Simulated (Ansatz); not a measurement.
Run report: SnNH₇O, geometry relaxation

The run: geometry relaxation of SnNH₇O. Method and program: RKS CAM-B3LYP-D4/def2-SVP (Ansatz 0.2.0).

The input holds or restrains some coordinates. It belongs to a series of runs on one base structure; here: pulled along the bonds that form and break, towards end A. Figures and captions count atoms from 1; the log counts them from 0 in places.

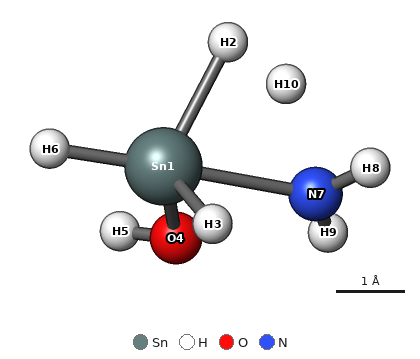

The input geometry (ball-and-stick view, seen at a tilt; atoms are numbered from 1 in the order of the input). Sticks mark near contacts. Bond lengths as drawn: H–N 1.06 Å, H–O 1.01 Å, H–Sn 1.74 to 2.09 Å, N–Sn 2.40 Å and O–Sn 1.96 Å.

## Input file
```yaml
crystal:
  periodic: [false, false, false]
  atoms:
    - { symbol: Sn, position_ang: [0.0, 0.0, 0.0] }
    - { symbol: H, position_ang: [0.0, 0.0, 2.09] }
    - { symbol: H, position_ang: [1.6408, 0.0, -0.5794] }
    - { symbol: O, position_ang: [-0.9232, 1.5994, -0.6527] }
    - { symbol: H, position_ang: [-1.881, 1.3686, -0.8751] }
    - { symbol: H, position_ang: [-0.8195, -1.4198, -0.5794] }
    - { symbol: "N", position_ang: [0.8997, 2.0923, 0.7568] }
    - { symbol: H, position_ang: [1.7392, 2.1052, 1.4038] }
    - { symbol: H, position_ang: [0.4576, 3.0035, 0.444] }
    - { symbol: H, position_ang: [0.4313, 1.0031, 1.9721] }
basis:
  gaussian: { orbitals: def2-SVP }
hamiltonian:
  xc: cam_b3lyp
  dispersion: d4
relax:
  f_tol: 0.15
  max_steps: 25
  restrain:
    - { distance: [0, 6], at: 3.3, k: 30.0 }
    - { distance: [9, 1], at: 1.86, k: 30.0 }
    - { distance: [0, 1], at: 1.74, k: 30.0 }
    - { distance: [9, 6], at: 1.06, k: 30.0 }
output:
  orbitals: {}
```

Launched with:
```bash
ansatz run input.yaml --threads 2 --pin off --max-ram 3072MiB --backend cpu --events-out ev --progress --plain --runs-dir out
```

## The program's output
```
The last accepted step is kept in [file] (removed where the run ends without a failure and the disk answers)
Engine: ansatz 0.2.0, aarch64-unknown-linux-gnu
Functional definition: CAM-B3LYP
  parameter alpha = 0.19
  parameter beta = 0.46
  parameter omega = 0.33/bohr
  parameter ac = 0.81
  exchange = (1 - alpha - beta)*b88_x + beta*b88_x_sr(omega) + alpha*exact_x + beta*exact_x_lr(omega)
  correlation = (1 - ac)*vwn5_c + ac*lyp_c
1057 factors; integrals over basis functions are off by at most 5.0e-4 eV
316 factors; integrals over basis functions are off by at most 8.2e-7 eV
mean field evaluation 1: about -9461.5680 eV, gradient 7.3e1 eV
mean field evaluation 2: about -9408.8723 eV, gradient 1.5e2 eV
mean field evaluation 4: about -9472.5509 eV, gradient 1.3e1 eV
mean field evaluation 8: about -9472.9192 eV, gradient 3.0e-1 eV
mean field evaluation 16: about -9472.9196 eV, gradient 6.8e-5 eV
mean field -9472.91963171 eV, -348.1233754899 hartree, gradient 1.4e-5 eV, S^2 0.000000; 0 other end points of the search recorded, 0 dependent functions left out
the calculation of the forces begins
reference -9472.91976229 eV, -348.1233802884 hartree; 22, 22 occupied and 67, 67 virtual orbitals, 1057 factors
relax step   1: F+E_penalty+E_count = -9473.07734081 eV  Δ(F+E_penalty+E_count) = +0.000e0 eV  max|allowed force component| = 3.576e0 eV/Å  E_restraint = 28.79497929 eV  max|allowed force component, restraints' pulls added| = 3.419e1 eV/Å  Δτ_max = 0.0000 Å  (29 SCF iters, accepted)
  distance Sn 0 - N 6 = 2.4000 Å
  distance H 9 - H 1 = 1.0982 Å
  distance Sn 0 - H 1 = 2.0900 Å
  distance H 9 - N 6 = 1.6979 Å
these checks for a lower state are left out or cut short: starts, cluster_reference, orbital_swaps, neighbouring_geometries, increment
1057 factors; integrals over basis functions are off by at most 5.5e-4 eV
316 factors; integrals over basis functions are off by at most 9.1e-7 eV
mean field -9473.52457157 eV, -348.1456066194 hartree, gradient 2.1e-5 eV, S^2 0.000000; 0 other end points of the search recorded, 0 dependent functions left out
[... from here on the field's lines of each further geometry are left out, up to the last ...]
relax step   2: F+E_penalty+E_count = -9473.67529582 eV  Δ(F+E_penalty+E_count) = -5.980e-1 eV  max|allowed force component| = 3.645e0 eV/Å  E_restraint = 14.50697766 eV  max|allowed force component, restraints' pulls added| = 2.506e1 eV/Å  Δτ_max = 0.1950 Å  (37 SCF iters, accepted)
relax step   3: F+E_penalty+E_count = -9474.70817146 eV  Δ(F+E_penalty+E_count) = -1.033e0 eV  max|allowed force component| = 4.341e0 eV/Å  E_restraint = 5.79346127 eV  max|allowed force component, restraints' pulls added| = 1.435e1 eV/Å  Δτ_max = 0.1949 Å  (32 SCF iters, accepted)
relax step   4: F+E_penalty+E_count = -9476.03281994 eV  Δ(F+E_penalty+E_count) = -1.325e0 eV  max|allowed force component| = 4.346e0 eV/Å  E_restraint = 1.22781328 eV  max|allowed force component, restraints' pulls added| = 5.370e0 eV/Å  Δτ_max = 0.1945 Å  (35 SCF iters, accepted)
relax step   5: F+E_penalty+E_count = -9476.73398812 eV  Δ(F+E_penalty+E_count) = -7.012e-1 eV  max|allowed force component| = 2.058e0 eV/Å  E_restraint = 0.18995845 eV  max|allowed force component, restraints' pulls added| = 2.547e0 eV/Å  Δτ_max = 0.1946 Å  (31 SCF iters, accepted)
relax step   6: F+E_penalty+E_count = -9476.95449714 eV  Δ(F+E_penalty+E_count) = -2.205e-1 eV  max|allowed force component| = 1.301e0 eV/Å  E_restraint = 0.09011486 eV  max|allowed force component, restraints' pulls added| = 1.570e0 eV/Å  Δτ_max = 0.2000 Å  (29 SCF iters, accepted)
relax step   7: F+E_penalty+E_count = -9476.97166215 eV  Δ(F+E_penalty+E_count) = -1.717e-2 eV  max|allowed force component| = 3.035e0 eV/Å  E_restraint = 0.03599149 eV  max|allowed force component, restraints' pulls added| = 3.530e0 eV/Å  Δτ_max = 0.1923 Å  (31 SCF iters, accepted)
relax step   8: F+E_penalty+E_count = -9477.14863958 eV  Δ(F+E_penalty+E_count) = -1.770e-1 eV  max|allowed force component| = 8.902e-1 eV/Å  E_restraint = 0.01448769 eV  max|allowed force component, restraints' pulls added| = 8.004e-1 eV/Å  Δτ_max = 0.2000 Å  (29 SCF iters, accepted)
relax step   9: F+E_penalty+E_count = -9477.16039485 eV  Δ(F+E_penalty+E_count) = -1.176e-2 eV  max|allowed force component| = 9.721e-1 eV/Å  E_restraint = 0.01070190 eV  max|allowed force component, restraints' pulls added| = 3.084e-1 eV/Å  Δτ_max = 0.2000 Å  (29 SCF iters, accepted)
the calculation of the forces begins
reference -9477.05030127 eV, -348.2751747964 hartree; 22, 22 occupied and 67, 67 virtual orbitals, 1057 factors
relax step  10: F+E_penalty+E_count = -9477.18227511 eV  Δ(F+E_penalty+E_count) = -2.188e-2 eV  max|allowed force component| = 9.564e-1 eV/Å  E_restraint = 0.01177041 eV  max|allowed force component, restraints' pulls added| = 1.124e-1 eV/Å  Δτ_max = 0.1965 Å  (28 SCF iters, accepted)
  distance Sn 0 - N 6 = 3.3012 Å
  distance H 9 - H 1 = 1.8717 Å
  distance Sn 0 - H 1 = 1.7300 Å
  distance H 9 - N 6 = 1.0366 Å
1057 factors; integrals over basis functions are off by at most 9.5e-4 eV
316 factors; integrals over basis functions are off by at most 9.3e-7 eV
mean field evaluation 96: about -9477.0502 eV, gradient 2.5e-3 eV
```

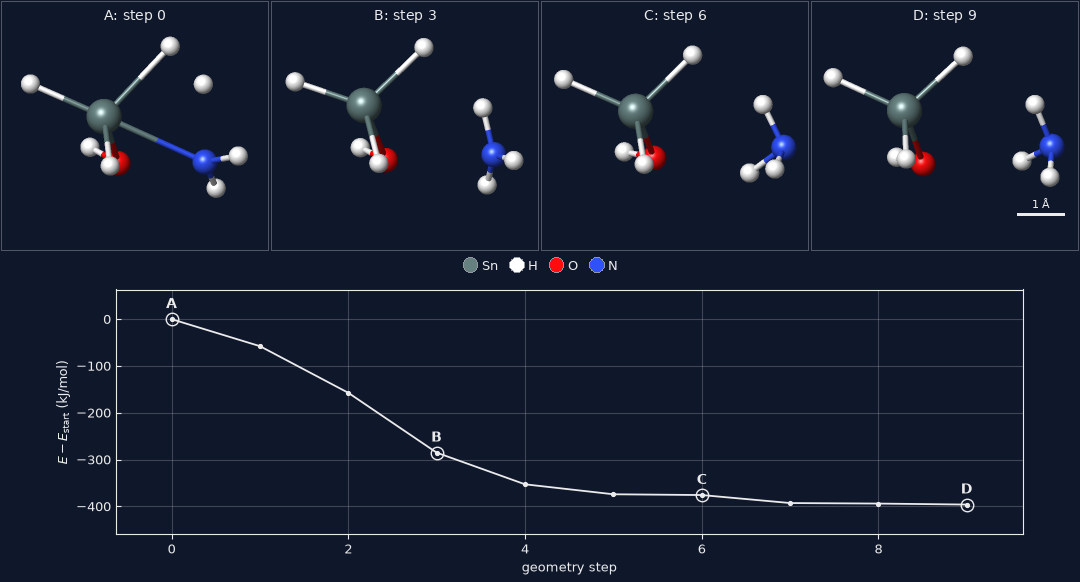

Frames of the restrained relaxation (ball-and-stick view, seen at a tilt) above the curves, on which the letters mark them (the first geometry is step 0 here and step 1 in the log).

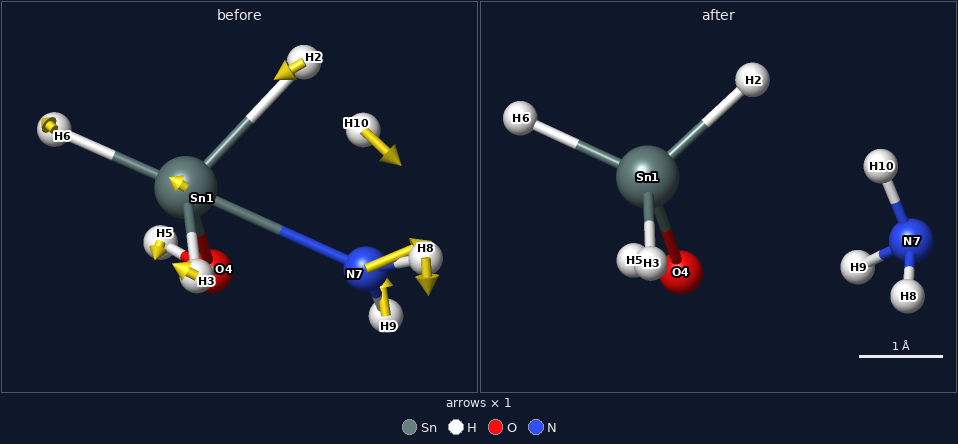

Before (left) and after (right) the restrained relaxation, at one scale (ball-and-stick view, seen at a tilt). The yellow arrows give the displacements, at true length. After 9 geometry steps the energy has fallen by 396.1 kJ/mol. The largest force component goes from 3.6 to 0.96 eV/Å. The atom that moves furthest after the best rigid fit is N7 (0.88 Å). By element the largest moves are N 0.88 Å, H 0.64 Å, Sn 0.25 Å, O 0.17 Å. Among the contacts that change: Sn1–N7 2.400 → 3.301 Å, N7–H10 1.698 → 1.037 Å, Sn1–H2 2.090 → 1.730 Å, O4–H5 1.010 → 0.962 Å. New bonds form: N7–H10 (1.70 → 1.04 Å). Bonds break: Sn1–N7 (2.40 → 3.30 Å). Among the angles that change: H8–N7–H9 120.0° → 107.7°, Sn1–O4–H5 109.5° → 114.6°, H3–Sn1–O4 109.5° → 105.2°. (Atoms are counted from 1 in the order of the input.)

```
mean field -9477.05017272 eV, -348.2751700723 hartree, gradient 1.8e-5 eV, S^2 0.000000; 1 other end points of the search recorded, 0 dependent functions left out
the calculation of the forces begins
reference -9477.05030127 eV, -348.2751747964 hartree; 22, 22 occupied and 67, 67 virtual orbitals, 1057 factors
Total energy: -9477.18240366 eV, -348.2800294697 hartree
Atom 0 at    -0.064352    -0.240078    -0.035273 Å, force     0.068992    -0.028025     0.298497 eV/Å
Atom 1 at    -0.053030    -0.095129     1.688569 Å, force    -0.146135    -0.363115    -0.341087 eV/Å
Atom 2 at     1.514742    -0.298063    -0.666833 Å, force     0.011193    -0.019967     0.001897 eV/Å
Atom 3 at    -0.842956     1.453923    -0.731036 Å, force     0.071090     0.053914     0.018439 eV/Å
Atom 4 at    -1.739480     1.372436    -1.071063 Å, force    -0.112379    -0.013797    -0.029171 eV/Å
Atom 5 at    -1.033981    -1.543003    -0.577191 Å, force    -0.030635     0.014155    -0.004393 eV/Å
Atom 6 at     0.933495     2.489891     1.529908 Å, force    -0.071473    -0.614008     0.278203 eV/Å
Atom 7 at     1.844978     2.448891     1.072669 Å, force    -0.076182    -0.008292     0.032910 eV/Å
Atom 8 at     0.224118     2.596815     0.801664 Å, force     0.025569     0.022722    -0.005757 eV/Å
Atom 9 at     0.761367     1.566617     1.968686 Å, force     0.259960     0.956414    -0.249539 eV/Å
Dipole moment:    -0.155982    -0.592175    -0.241421 e Å
```

## Trajectory as extended XYZ (Å, eV, eV/Å), 10 frames, from step=1 to step=10
```
10
Properties=species:S:1:pos:R:3:forces:R:3 step=1 energy=-9473.07734
Sn    0.0000    0.0000    0.0000    2.3006   1.2197  -0.0053
H     0.0000    0.0000    2.0900    0.3642   0.5059  -0.7566
H     1.6408    0.0000   -0.5794   -0.4179  -0.8461   0.0001
O    -0.9232    1.5994   -0.6527   -3.5762  -0.8786  -1.0897
H    -1.8810    1.3686   -0.8751    1.6164   0.6613   0.1111
H    -0.8195   -1.4198   -0.5794   -0.2469   0.1244   0.4978
N     0.8997    2.0923    0.7568    0.5396  -1.5051   3.1782
H     1.7392    2.1052    1.4038   -0.6647   0.9667  -1.5013
H     0.4576    3.0035    0.4440    0.8027  -1.2890   1.2059
H     0.4313    1.0031    1.9721   -0.7179   1.0408  -1.6404
10
Properties=species:S:1:pos:R:3:forces:R:3 step=2 energy=-9473.67530
Sn   -0.0419   -0.1123    0.0119    2.3595   2.6817   0.9165
H    -0.0392   -0.0937    2.0302   -0.0199  -0.2026  -1.6069
H     1.6354   -0.0073   -0.5786   -0.9276  -0.6957   0.2336
O    -0.9361    1.5833   -0.6538   -1.7006  -1.4628  -0.2515
H    -1.8772    1.3722   -0.8765    0.9018   0.4002   0.0466
H    -0.8243   -1.4240   -0.5774   -0.8863  -1.0363  -0.2713
N     0.9152    2.1482    0.8759   -1.3705  -3.6452   2.4834
H     1.7558    2.1186    1.4092    1.4833   1.5150  -0.2827
H     0.4651    3.0013    0.4550    0.4636  -1.0711   1.6085
H     0.4922    1.1661    1.8841   -0.3032   3.5168  -2.8761
10
Properties=species:S:1:pos:R:3:forces:R:3 step=3 energy=-9474.70817
Sn   -0.0761   -0.2158    0.0295    2.6575   4.2001   1.3511
H    -0.0710   -0.1738    1.9547   -0.1952  -0.4768  -1.7450
H     1.6214   -0.0132   -0.5742   -1.2254  -0.6896   0.3752
O    -0.9404    1.5640   -0.6502   -0.5688  -1.8498   0.2324
H    -1.8717    1.3744   -0.8758    0.3634   0.2181  -0.0282
H    -0.8392   -1.4449   -0.5871   -1.4440  -2.0057  -0.9101
N     0.9277    2.1951    0.9898   -3.0393  -3.9216   2.1271
H     1.7887    2.1382    1.4149    3.2116   1.5948   0.2284
H     0.4666    2.9910    0.4750    0.4939  -1.4105   1.6254
H     0.5389    1.3373    1.8034   -0.2537   4.3410  -3.2563
10
Properties=species:S:1:pos:R:3:forces:R:3 step=4 energy=-9476.03282
Sn   -0.0964   -0.3171    0.0340    2.0782   4.3459   0.7355
H    -0.0851   -0.2241    1.8318   -0.2023  -0.4669  -1.0316
H     1.5793   -0.0356   -0.5600   -1.0968  -0.6535   0.3400
O    -0.9385    1.5096   -0.6368    0.0682  -1.8265   0.4149
H    -1.8682    1.3750   -0.8768    0.0971   0.0265  -0.0250
H    -0.8881   -1.5150   -0.6238   -1.2488  -1.8023  -0.8902
N     0.9215    2.2995    1.1488    1.3256  -2.2325   2.2653
H     1.9024    2.1884    1.4219   -0.1328   1.3758  -1.0704
H     0.4745    2.9554    0.5133    0.1153  -0.6622   0.4002
H     0.5435    1.5163    1.7275   -1.0038   1.8957  -1.1387
10
Properties=species:S:1:pos:R:3:forces:R:3 step=5 energy=-9476.73399
Sn   -0.0701   -0.3160    0.0076    0.0786   2.0577   0.1856
H    -0.0823   -0.2245    1.7578   -0.1542  -0.4097  -0.5378
H     1.5285   -0.0721   -0.5460   -0.1286  -0.3580  -0.0396
O    -0.9370    1.4479   -0.6239    0.1101  -1.0456   0.1969
H    -1.8690    1.3694   -0.8771    0.1832  -0.1022   0.0561
H    -0.9356   -1.5830   -0.6586   -0.2585  -0.4490  -0.1608
N     0.9511    2.4157    1.3021   -0.1619  -1.1316   1.3653
H     1.9513    2.2327    1.3871   -0.2232   0.7339  -0.7962
H     0.5024    2.9212    0.5192    0.6131  -1.0793   0.5775
H     0.5055    1.5610    1.7119   -0.0585   1.7838  -0.8471
10
Properties=species:S:1:pos:R:3:forces:R:3 step=6 energy=-9476.95450
Sn   -0.1159   -0.2215   -0.0477    0.3280   1.0654   0.7042
H    -0.0386   -0.1968    1.6969   -0.2603  -0.2231  -0.4615
H     1.4968   -0.1203   -0.5906   -0.0666  -0.0376  -0.2033
O    -1.0305    1.5250   -0.5915   -0.6281  -1.2016  -0.4206
H    -1.8773    1.3668   -1.0769    0.9387   0.1955   0.5381
H    -0.8690   -1.6456   -0.5421   -0.3903  -0.1493  -0.3098
N     0.9733    2.4424    1.4137   -0.2614  -0.7044   0.7545
H     1.9658    2.2321    1.3256   -0.1305   0.3528  -0.5245
H     0.4883    2.7873    0.5719    0.4105  -0.5985   0.4643
H     0.5519    1.5828    1.8209    0.0600   1.3009  -0.5412
10
Properties=species:S:1:pos:R:3:forces:R:3 step=7 energy=-9476.97166
Sn   -0.0569   -0.2138   -0.0283   -0.2208   0.3705   0.3129
H    -0.0666   -0.1218    1.6995   -0.0866  -0.3177  -0.3330
H     1.5240   -0.0828   -0.6330    0.0482  -0.0747  -0.0695
O    -0.9832    1.4623   -0.6383    0.0189  -0.3559  -0.0435
H    -1.8560    1.3263   -1.0375    0.2352   0.0091   0.1177
H    -0.9190   -1.5709   -0.5910   -0.0512  -0.0605  -0.0903
N     0.9767    2.5116    1.5442    0.8355  -0.8484  -3.0353
H     1.9183    2.1641    1.1521   -1.4095   0.5267   1.2115
H     0.4838    2.6112    0.5916    0.2836   0.2483   1.8331
H     0.5239    1.6661    1.9208    0.3467   0.5026   0.0965
10
Properties=species:S:1:pos:R:3:forces:R:3 step=8 energy=-9477.14864
Sn   -0.0482   -0.2197   -0.0496    0.1320   0.1295   0.3349
H    -0.0135   -0.0435    1.6716   -0.1554  -0.4544  -0.3576
H     1.5252   -0.2296   -0.7002    0.0020  -0.0140  -0.0001
O    -0.8785    1.4679   -0.7248   -0.0150  -0.1833  -0.0219
H    -1.7991    1.3458   -0.9892    0.0185   0.0959  -0.0003
H    -0.9731   -1.5452   -0.5964   -0.0886  -0.0293  -0.0049
N     0.9441    2.5156    1.5089   -0.1655  -0.8693  -0.4651
H     1.8614    2.2268    1.1339   -0.3165   0.2220   0.2485
H     0.3182    2.5424    0.6802    0.2415   0.2127   0.5336
H     0.6084    1.6918    2.0459    0.3472   0.8902  -0.2672
10
Properties=species:S:1:pos:R:3:forces:R:3 step=9 energy=-9477.16040
Sn   -0.0174   -0.2570   -0.0245   -0.2981   0.1371   0.1429
H     0.0237   -0.1499    1.7013   -0.1015  -0.3276  -0.3396
H     1.5462   -0.3001   -0.6956   -0.0051   0.0218   0.0011
O    -0.8646    1.4327   -0.6664   -0.0567   0.1404  -0.0609
H    -1.7611    1.4154   -1.0343    0.2857  -0.2377   0.1483
H    -1.0156   -1.5338   -0.5757    0.0265  -0.0544   0.0160
N     0.9314    2.5062    1.5091   -0.2854  -0.6382   0.2592
H     1.8376    2.2871    1.0956   -0.0138   0.0674  -0.0084
H     0.2863    2.7285    0.7460    0.0792  -0.0809   0.0397
H     0.5783    1.6230    1.9247    0.3692   0.9721  -0.1983
10
Properties=species:S:1:pos:R:3:forces:R:3 step=10 energy=-9477.18227
Sn   -0.0644   -0.2401   -0.0353    0.0690  -0.0280   0.2985
H    -0.0530   -0.0951    1.6886   -0.1461  -0.3631  -0.3411
H     1.5147   -0.2981   -0.6668    0.0112  -0.0200   0.0019
O    -0.8430    1.4539   -0.7310    0.0711   0.0539   0.0184
H    -1.7395    1.3724   -1.0711   -0.1124  -0.0138  -0.0292
H    -1.0340   -1.5430   -0.5772   -0.0306   0.0142  -0.0044
N     0.9335    2.4899    1.5299   -0.0715  -0.6140   0.2782
H     1.8450    2.4489    1.0727   -0.0762  -0.0083   0.0329
H     0.2241    2.5968    0.8017    0.0256   0.0227  -0.0058
H     0.7614    1.5666    1.9687    0.2600   0.9564  -0.2495
```

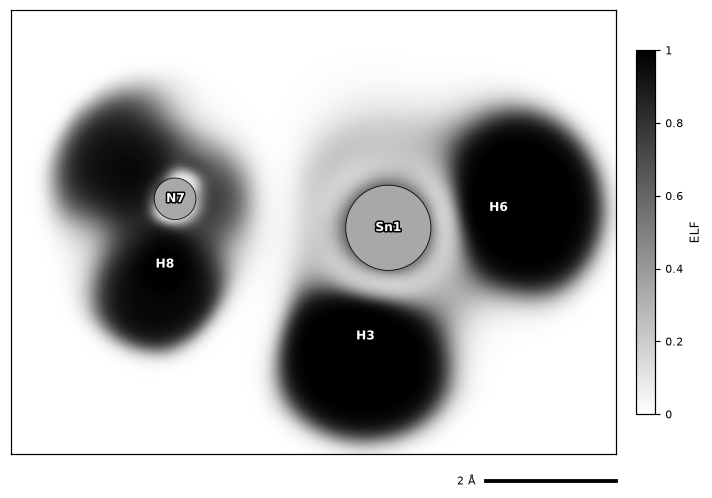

ELF on the plane of atoms H3, Sn1 and H6. Grey discs, where drawn, cover atomic cores. Atoms in the plane: Sn, H and N. N–H (1.02 Å): the ELF climbs to about 1 towards the hydrogen, as it does in any bond to H (a covalent bond by its length). Sn–H (1.70 Å): the ELF climbs to about 1 towards the hydrogen.

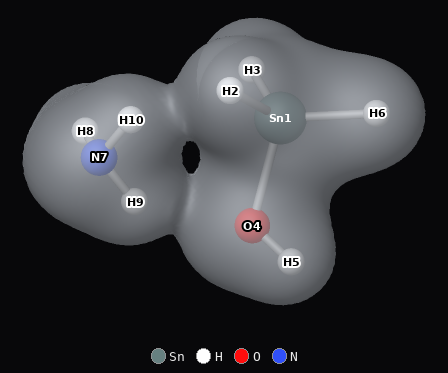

Isosurface of the electron density at 0.08 e/Å³ (grey), seen face on. At this value the surface is in one piece. On the grid the lowest density along these lines, outside the cores, is 0.1 e/Å³ (Sn···H, 2.82 Å), 0.7 e/Å³ (Sn–O, 1.99 Å), 2.3 e/Å³ (O–H, 0.96 Å) and 2.2 e/Å³ (N–H, 1.02 Å).

## Results in brief

- outcome: converged under the restraints of the input
- total energy: −9477.1824 eV
- mean-field energy: −9477.0503 eV
- largest force (length of the vector) at the end, held atoms and coordinates included: 1.022 eV/Å
- hardware: 2 threads of Arm Neoverse V2, 24 GiB of memory available, shared host
- wall time: 25 s (CPU time 47 s)
- peak memory: 0.21 GiB
